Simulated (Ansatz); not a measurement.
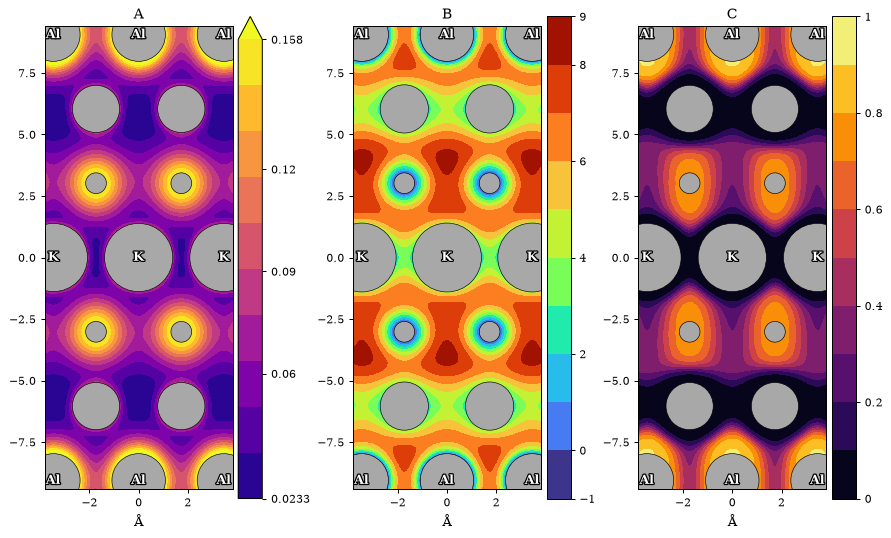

KAl: 3 fields on the (100) plane of the conventional cell, with unlabelled colour scales. Grey discs cover the atomic cores.

Space group R-3m; a structure generated by program, which may or may not match a known phase.

Method: Ansatz 0.2.0, DFT PBE, scalar-relativistic, plane waves, PAW.

> The panels show electron localisation function, electrostatic potential energy of an electron and valence pseudo-density in some order. Assign them.

Panel A: valence pseudo-density. Panel B: electrostatic potential energy of an electron (low next to the atoms, rising into the space between them). Panel C: electron localisation function. From the grid: K–K (3.47 Å): ρ at the midpoint is about 0.03 e/Å³; the ELF is about 0 at the midpoint (no localised pair shows between them).
